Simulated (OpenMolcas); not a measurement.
# Run report: MoH6Cl3O3, single-point calculation (part 3 of 4)

MoH6Cl3O3 (mer-MoCl3(H2O)3), multiplicity 2; NEVPT2/ANO-R1, sfX2C (OpenMolcas 26.06). The geometry is that of the parent species in another charge or spin state. The geometry comes from this level: GFN2-xTB.

Geometry of the input (Å):
```
Mo 0.2838  0.0616  0.0137
Cl 0.0878  0.6960  2.3284
Cl 0.0165  -0.6867  -2.2829
Cl 2.6383  -0.0324  0.0604
O  -2.0742  0.1605  -0.1373
H  -2.5481  -0.2742  0.5818
H  -2.2994  -0.2680  -0.9757
O  0.3780  2.3862  -0.0760
H  1.3041  2.6261  -0.2406
H  0.1894  2.5758  0.8644
O  0.3763  -2.2810  0.1580
H  1.2637  -2.4715  0.5035
H  0.3839  -2.4924  -0.7977
```

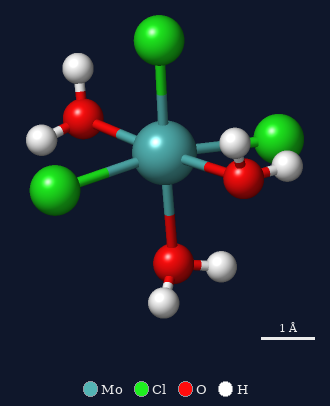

**Figure 1.** The input geometry (ball-and-stick view, seen at a tilt). Sticks mark near contacts.

Log, continued
```
         64    0.6957    0.0090
                 5 MO1    5s     (-0.3345)  10 MO1    5px    (-0.1182)  26 MO1    4d0    ( 0.1714)  32 MO1    4d2+   (-0.2895)
                79 CL4    3s     ( 0.1733)  80 CL4    4s     ( 0.2239)  82 CL4    3px    (-0.2581)  83 CL4    4px    ( 0.2098)
                91 CL4    3d1-   (-0.2094)  92 CL4    3d0    (-0.7579)  94 CL4    3d2+   (-0.3885)
         65    0.5478    0.0216
                 5 MO1    5s     ( 0.4043)  10 MO1    5px    ( 0.1543)  26 MO1    4d0    (-0.2017)  32 MO1    4d2+   ( 0.3412)
                79 CL4    3s     (-0.2389)  80 CL4    4s     (-0.1820)  82 CL4    3px    ( 0.3762)  83 CL4    4px    (-0.1642)
                92 CL4    3d0    (-0.6070)  94 CL4    3d2+   ( 0.4756)
         66    0.7420    0.0165
                29 MO1    4d1+   (-0.1540)  30 MO1    5d1+   ( 0.1000)  89 CL4    4pz    ( 0.2220)  90 CL4    3d2-   (-0.1115)
                93 CL4    3d1+   (-0.9283)
         67    0.0299    0.0000
                 5 MO1    5s     ( 0.4730)   6 MO1    6s     ( 0.9826)  43 CL2    3s     (-0.1338)  44 CL2    4s     (-0.1085)
                61 CL3    3s     (-0.1411)  79 CL4    3s     (-0.1316)  80 CL4    4s     (-0.1085)  96 O5     2s     (-0.1108)

         68    0.1291    0.0000
                 4 MO1    4s     (-0.2405)   5 MO1    5s     (-0.5092)   6 MO1    6s     (-0.4836)  23 MO1    4d1-   (-0.2270)
                26 MO1    4d0    (-0.6207)  32 MO1    4d2+   (-0.4183)  43 CL2    3s     ( 0.1233)  52 CL2    3pz    (-0.1469)
                61 CL3    3s     ( 0.1073)  67 CL3    3py    ( 0.1244)  70 CL3    3pz    ( 0.1023)  80 CL4    4s     ( 0.1635)
                97 O5     3s     ( 0.2960) 109 H6     1s     ( 0.2407) 121 O8     3s     ( 0.3116) 124 O8     2py    ( 0.1671)
               145 O11    3s     ( 0.4175) 148 O11    2py    (-0.1623)
         69    0.1381    0.0000
                 5 MO1    5s     ( 0.2003)   6 MO1    6s     ( 0.1947)  26 MO1    4d0    (-0.2124)  46 CL2    3px    (-0.1179)
                49 CL2    3py    (-0.1162)  70 CL3    3pz    ( 0.1085)  79 CL4    3s     (-0.1325)  96 O5     2s     ( 0.2648)
                97 O5     3s     (-0.1876)  98 O5     2px    (-0.1848) 100 O5     2py    (-0.1312) 102 O5     2pz    ( 0.1837)
               103 O5     3pz    ( 0.1059) 109 H6     1s     (-0.8805) 110 H6     2s     (-0.2570) 120 O8     2s     (-0.1588)
               121 O8     3s     ( 0.2022) 122 O8     2px    (-0.1431) 133 H9     1s     ( 0.4468) 134 H9     2s     ( 0.1347)
               145 O11    3s     (-0.1468) 157 H12    1s     ( 0.1319)
--

      Von Neumann Entropy (Root   1) =  1.26296

      Mulliken population analysis for root number:  1
      -----------------------------------------------

++    Molecular charges:
      ------------------

      Mulliken charges per centre and basis function type
      ---------------------------------------------------

                MO1     CL2     CL3     CL4     O5      H6      H7      O8      H9      H10     O11     H12
      1s       2.0000  2.0000  2.0000  2.0000  2.0002  0.3817  0.3700  2.0002  0.3824  0.3691  2.0002  0.3811
      2s       2.0000  2.0000  2.0000  2.0000  1.6542  0.2316  0.2353  1.6638  0.2317  0.2342  1.6661  0.2314
      2px      2.0000  2.0000  2.0000  2.0000  1.6929  0.0343  0.0298  1.4680  0.0455  0.0194  1.5442  0.0478
      2pz      2.0000  2.0000  2.0000  2.0000  1.2725  0.0255  0.0322  1.4902  0.0200  0.0520  1.4123  0.0186
      2py      2.0000  2.0000  2.0000  2.0000  1.7482  0.0373  0.0370  1.7466  0.0307  0.0318  1.7541  0.0306
      3s       2.0000  1.9176  1.9226  1.9140  0.0191  0.0000  0.0000  0.0092  0.0000  0.0000  0.0160  0.0000
      3px      2.0000  1.9054  1.9078  1.6215  0.0238  0.0000  0.0000  0.0112  0.0000  0.0000  0.0168  0.0000
      3pz      2.0000  1.7180  1.7305  1.8650 -0.0053  0.0000  0.0000  0.0104  0.0000  0.0000  0.0041  0.0000
      3py      2.0000  1.8973  1.8929  1.9345  0.0268  0.0000  0.0000  0.0257  0.0000  0.0000  0.0264  0.0000
      4s       1.9841 -0.0055 -0.0051 -0.0026  0.0000  0.0000  0.0000  0.0000  0.0000  0.0000  0.0000  0.0000
      3d2+     2.0000  0.0008  0.0010  0.0141  0.0014  0.0000  0.0000  0.0055  0.0000  0.0000  0.0055  0.0000
      3d1+     2.0000  0.0038  0.0038  0.0199  0.0041  0.0000  0.0000  0.0004  0.0000  0.0000  0.0020  0.0000
      3d0      2.0000  0.0090  0.0082  0.0162  0.0016  0.0000  0.0000  0.0095  0.0000  0.0000  0.0082  0.0000
      3d1-     2.0000  0.0064  0.0061  0.0008  0.0081  0.0000  0.0000  0.0019  0.0000  0.0000  0.0019  0.0000
      3d2-     2.0000  0.0004  0.0004  0.0076  0.0038  0.0000  0.0000  0.0024  0.0000  0.0000  0.0021  0.0000
      4px      1.9908  0.0098  0.0106  0.0058  0.0000  0.0000  0.0000  0.0000  0.0000  0.0000  0.0000  0.0000
      4pz      1.9907  0.0044  0.0044  0.0076  0.0000  0.0000  0.0000  0.0000  0.0000  0.0000  0.0000  0.0000
      4py      1.9923  0.0104  0.0106  0.0091  0.0000  0.0000  0.0000  0.0000  0.0000  0.0000  0.0000  0.0000
      5s       0.5078  0.0000  0.0000  0.0000  0.0000  0.0000  0.0000  0.0000  0.0000  0.0000  0.0000  0.0000
      4d2+     0.3192  0.0000  0.0000  0.0000  0.0000  0.0000  0.0000  0.0000  0.0000  0.0000  0.0000  0.0000
      4d1+     0.4714  0.0000  0.0000  0.0000  0.0000  0.0000  0.0000  0.0000  0.0000  0.0000  0.0000  0.0000
      4d0      0.5402  0.0000  0.0000  0.0000  0.0000  0.0000  0.0000  0.0000  0.0000  0.0000  0.0000  0.0000
      4d1-     1.0956  0.0000  0.0000  0.0000  0.0000  0.0000  0.0000  0.0000  0.0000  0.0000  0.0000  0.0000
      4d2-     1.5182  0.0000  0.0000  0.0000  0.0000  0.0000  0.0000  0.0000  0.0000  0.0000  0.0000  0.0000
      5px      0.1235  0.0000  0.0000  0.0000  0.0000  0.0000  0.0000  0.0000  0.0000  0.0000  0.0000  0.0000
      5pz      0.1574  0.0000  0.0000  0.0000  0.0000  0.0000  0.0000  0.0000  0.0000  0.0000  0.0000  0.0000
      5py      0.0912  0.0000  0.0000  0.0000  0.0000  0.0000  0.0000  0.0000  0.0000  0.0000  0.0000  0.0000
      6s      -0.0063  0.0000  0.0000  0.0000  0.0000  0.0000  0.0000  0.0000  0.0000  0.0000  0.0000  0.0000
      4f3+     0.0112  0.0000  0.0000  0.0000  0.0000  0.0000  0.0000  0.0000  0.0000  0.0000  0.0000  0.0000
      4f2+     0.0070  0.0000  0.0000  0.0000  0.0000  0.0000  0.0000  0.0000  0.0000  0.0000  0.0000  0.0000
      4f1+     0.0129  0.0000  0.0000  0.0000  0.0000  0.0000  0.0000  0.0000  0.0000  0.0000  0.0000  0.0000
      4f0      0.0157  0.0000  0.0000  0.0000  0.0000  0.0000  0.0000  0.0000  0.0000  0.0000  0.0000  0.0000
      4f1-     0.0147  0.0000  0.0000  0.0000  0.0000  0.0000  0.0000  0.0000  0.0000  0.0000  0.0000  0.0000
      4f2-     0.0019  0.0000  0.0000  0.0000  0.0000  0.0000  0.0000  0.0000  0.0000  0.0000  0.0000  0.0000
      4f3-     0.0127  0.0000  0.0000  0.0000  0.0000  0.0000  0.0000  0.0000  0.0000  0.0000  0.0000  0.0000
      5d2+     0.0244  0.0000  0.0000  0.0000  0.0000  0.0000  0.0000  0.0000  0.0000  0.0000  0.0000  0.0000
      5d1+     0.0386  0.0000  0.0000  0.0000  0.0000  0.0000  0.0000  0.0000  0.0000  0.0000  0.0000  0.0000
      5d0      0.0384  0.0000  0.0000  0.0000  0.0000  0.0000  0.0000  0.0000  0.0000  0.0000  0.0000  0.0000
      5d1-     0.0305  0.0000  0.0000  0.0000  0.0000  0.0000  0.0000  0.0000  0.0000  0.0000  0.0000  0.0000
      5d2-     0.0283  0.0000  0.0000  0.0000  0.0000  0.0000  0.0000  0.0000  0.0000  0.0000  0.0000  0.0000
      Total   41.0123 17.4780 17.4938 17.4136  8.4513  0.7103  0.7042  8.4450  0.7101  0.7066  8.4599  0.7096

      N-E      0.9877 -0.4780 -0.4938 -0.4136 -0.4513  0.2897  0.2958 -0.4450  0.2899  0.2934 -0.4599  0.2904

                H13
      1s       0.3683
      2s       0.2327
      2px      0.0225
      2pz      0.0498
      2py      0.0320
      3s       0.0000
      3px      0.0000
      3pz      0.0000
      3py      0.0000
      4s       0.0000
      3d2+     0.0000
      3d1+     0.0000
      3d0      0.0000
      3d1-     0.0000
      3d2-     0.0000
      4px      0.0000
      4pz      0.0000
      4py      0.0000
      5s       0.0000
      4d2+     0.0000
      4d1+     0.0000
      4d0      0.0000
      4d1-     0.0000
      4d2-     0.0000
      5px      0.0000
      5pz      0.0000
      5py      0.0000
      6s       0.0000
      4f3+     0.0000
      4f2+     0.0000
      4f1+     0.0000
      4f0      0.0000
      4f1-     0.0000
      4f2-     0.0000
      4f3-     0.0000
      5d2+     0.0000
      5d1+     0.0000
      5d0      0.0000
      5d1-     0.0000
      5d2-     0.0000
      Total    0.7053

      N-E      0.2947

      Total electronic charge=  123.000000

      Total            charge=   -0.000000
--

      Expectation values of various properties for root number:  1
      -----------------------------------------------------------

++    Molecular properties:
      ---------------------

      Charge (e):
                      =   -0.0000
      Dipole Moment (debye):
      Origin of the operator (angstrom)=    0.3927    0.0357    0.0159
                   X= -3.6225E+00               Y= -7.8893E-01               Z= -9.9780E-02           Total=  3.7087E+00
      Quadrupole Moment (debye*angstrom):
      Origin of the operator (angstrom)=    0.3927    0.0357    0.0159
                  XX= -7.5720E+01              XY=  3.9280E+00              XZ=  1.2854E-01              YY= -6.8605E+01
                  YZ= -7.2413E-01              ZZ= -9.7396E+01
      In traceless form (debye*angstrom)
                  XX=  7.2803E+00              XY=  5.8920E+00              XZ=  1.9281E-01              YY=  1.7953E+01
                  YZ= -1.0862E+00              ZZ= -2.5233E+01
--

      Mulliken spin population analysis for root number:  1
      ---------------------------------------------------

++    Molecular charges:
      ------------------

      Mulliken spin population per centre and basis function type
      ---------------------------------------------------

                MO1     CL2     CL3     CL4     O5      H6      H7      O8      H9      H10     O11     H12
      1s       0.0000 -0.0000 -0.0000  0.0000  0.0000  0.0003 -0.0000  0.0000  0.0005  0.0008 -0.0000 -0.0002
      2s       0.0000 -0.0000 -0.0000  0.0000  0.0001  0.0000  0.0000  0.0002 -0.0000 -0.0000 -0.0001  0.0002
      2px      0.0000 -0.0000 -0.0000 -0.0000  0.0002 -0.0000  0.0000  0.0009  0.0001  0.0000  0.0000 -0.0000
      2pz      0.0000 -0.0000  0.0000 -0.0000 -0.0000 -0.0000 -0.0000  0.0008  0.0000  0.0001  0.0000  0.0000
      2py      0.0000 -0.0000 -0.0000 -0.0000  0.0010  0.0000  0.0000  0.0009  0.0000 -0.0000  0.0002  0.0000
      3s      -0.0000  0.0000  0.0000  0.0007 -0.0001  0.0000  0.0000 -0.0008  0.0000  0.0000 -0.0002  0.0000
      3px     -0.0000  0.0017  0.0016 -0.0048  0.0000  0.0000  0.0000 -0.0005  0.0000  0.0000  0.0001  0.0000
      3pz     -0.0000  0.0019  0.0006 -0.0003 -0.0000  0.0000  0.0000 -0.0005  0.0000  0.0000  0.0001  0.0000
      3py      0.0000  0.0079  0.0116  0.0070 -0.0005  0.0000  0.0000  0.0001  0.0000  0.0000  0.0000  0.0000
      4s      -0.0001  0.0000 -0.0002  0.0001  0.0000  0.0000  0.0000  0.0000  0.0000  0.0000  0.0000  0.0000
      3d2+     0.0000  0.0002  0.0003  0.0006 -0.0000  0.0000  0.0000  0.0000  0.0000  0.0000  0.0000  0.0000
      3d1+    -0.0000  0.0002  0.0002  0.0003  0.0001  0.0000  0.0000  0.0000  0.0000  0.0000  0.0000  0.0000
      3d0     -0.0000  0.0004  0.0005  0.0001  0.0000  0.0000  0.0000  0.0000  0.0000  0.0000  0.0000  0.0000
      3d1-    -0.0000  0.0006  0.0009  0.0000  0.0000  0.0000  0.0000  0.0002  0.0000  0.0000  0.0002  0.0000
      3d2-    -0.0000  0.0001 -0.0000  0.0008  0.0001  0.0000  0.0000  0.0001  0.0000  0.0000  0.0001  0.0000
      4px     -0.0000 -0.0002 -0.0002  0.0003  0.0000  0.0000  0.0000  0.0000  0.0000  0.0000  0.0000  0.0000
      4pz      0.0000 -0.0000 -0.0000 -0.0002  0.0000  0.0000  0.0000  0.0000  0.0000  0.0000  0.0000  0.0000
      4py      0.0000 -0.0009 -0.0014 -0.0006  0.0000  0.0000  0.0000  0.0000  0.0000  0.0000  0.0000  0.0000
      5s       0.0013  0.0000  0.0000  0.0000  0.0000  0.0000  0.0000  0.0000  0.0000  0.0000  0.0000  0.0000
      4d2+     0.0031  0.0000  0.0000  0.0000  0.0000  0.0000  0.0000  0.0000  0.0000  0.0000  0.0000  0.0000
      4d1+     0.0765  0.0000  0.0000  0.0000  0.0000  0.0000  0.0000  0.0000  0.0000  0.0000  0.0000  0.0000
      4d0      0.1034  0.0000  0.0000  0.0000  0.0000  0.0000  0.0000  0.0000  0.0000  0.0000  0.0000  0.0000
      4d1-     0.4940  0.0000  0.0000  0.0000  0.0000  0.0000  0.0000  0.0000  0.0000  0.0000  0.0000  0.0000
      4d2-     0.2704  0.0000  0.0000  0.0000  0.0000  0.0000  0.0000  0.0000  0.0000  0.0000  0.0000  0.0000
      5px      0.0005  0.0000  0.0000  0.0000  0.0000  0.0000  0.0000  0.0000  0.0000  0.0000  0.0000  0.0000
      5pz      0.0001  0.0000  0.0000  0.0000  0.0000  0.0000  0.0000  0.0000  0.0000  0.0000  0.0000  0.0000
      5py      0.0002  0.0000  0.0000  0.0000  0.0000  0.0000  0.0000  0.0000  0.0000  0.0000  0.0000  0.0000
      6s      -0.0000  0.0000  0.0000  0.0000  0.0000  0.0000  0.0000  0.0000  0.0000  0.0000  0.0000  0.0000
      4f3+     0.0000  0.0000  0.0000  0.0000  0.0000  0.0000  0.0000  0.0000  0.0000  0.0000  0.0000  0.0000
      4f2+    -0.0000  0.0000  0.0000  0.0000  0.0000  0.0000  0.0000  0.0000  0.0000  0.0000  0.0000  0.0000
      4f1+     0.0000  0.0000  0.0000  0.0000  0.0000  0.0000  0.0000  0.0000  0.0000  0.0000  0.0000  0.0000
      4f0     -0.0000  0.0000  0.0000  0.0000  0.0000  0.0000  0.0000  0.0000  0.0000  0.0000  0.0000  0.0000
      4f1-     0.0000  0.0000  0.0000  0.0000  0.0000  0.0000  0.0000  0.0000  0.0000  0.0000  0.0000  0.0000
      4f2-    -0.0000  0.0000  0.0000  0.0000  0.0000  0.0000  0.0000  0.0000  0.0000  0.0000  0.0000  0.0000
      4f3-     0.0000  0.0000  0.0000  0.0000  0.0000  0.0000  0.0000  0.0000  0.0000  0.0000  0.0000  0.0000
      5d2+    -0.0000  0.0000  0.0000  0.0000  0.0000  0.0000  0.0000  0.0000  0.0000  0.0000  0.0000  0.0000
      5d1+     0.0014  0.0000  0.0000  0.0000  0.0000  0.0000  0.0000  0.0000  0.0000  0.0000  0.0000  0.0000
      5d0      0.0018  0.0000  0.0000  0.0000  0.0000  0.0000  0.0000  0.0000  0.0000  0.0000  0.0000  0.0000
      5d1-     0.0067  0.0000  0.0000  0.0000  0.0000  0.0000  0.0000  0.0000  0.0000  0.0000  0.0000  0.0000
      5d2-     0.0042  0.0000  0.0000  0.0000  0.0000  0.0000  0.0000  0.0000  0.0000  0.0000  0.0000  0.0000
      Total    0.9635  0.0120  0.0141  0.0042  0.0009  0.0003  0.0000  0.0015  0.0005  0.0009  0.0006  0.0000

                H13
      1s       0.0013
      2s       0.0001
      2px      0.0000
      2pz      0.0000
      2py     -0.0000
      3s       0.0000
      3px      0.0000
      3pz      0.0000
      3py      0.0000
      4s       0.0000
      3d2+     0.0000
      3d1+     0.0000
      3d0      0.0000
      3d1-     0.0000
      3d2-     0.0000
      4px      0.0000
      4pz      0.0000
      4py      0.0000
      5s       0.0000
      4d2+     0.0000
      4d1+     0.0000
      4d0      0.0000
      4d1-     0.0000
      4d2-     0.0000
      5px      0.0000
      5pz      0.0000
      5py      0.0000
      6s       0.0000
      4f3+     0.0000
      4f2+     0.0000
      4f1+     0.0000
      4f0      0.0000
      4f1-     0.0000
      4f2-     0.0000
      4f3-     0.0000
      5d2+     0.0000
      5d1+     0.0000
      5d0      0.0000
      5d1-     0.0000
      5d2-     0.0000
      Total    0.0014

      Total electronic spin=    1.000000
--

      LoProp population analysis for root number:  1
      -----------------------------------------------

++    LoProp analysis:
      ----------------

++    Static properties:
      ------------------

      LoProp Charges per center

                   MO1      CL2      CL3      CL4      O5       H6       H7       O8       H9       H10
      Nuclear     42.0000  17.0000  17.0000  17.0000   8.0000   1.0000   1.0000   8.0000   1.0000   1.0000
      Electronic -40.6390 -17.5471 -17.5434 -17.4882  -8.7947  -0.5509  -0.5679  -8.7789  -0.5616  -0.5853

      Total        1.3610  -0.5471  -0.5434  -0.4882  -0.7947   0.4491   0.4321  -0.7789   0.4384   0.4147

                   O11      H12      H13
      Nuclear      8.0000   1.0000   1.0000
      Electronic  -8.7872  -0.5665  -0.5891

      Total       -0.7872   0.4335   0.4109
--

      Natural Bond Order analysis for root number:  1
```
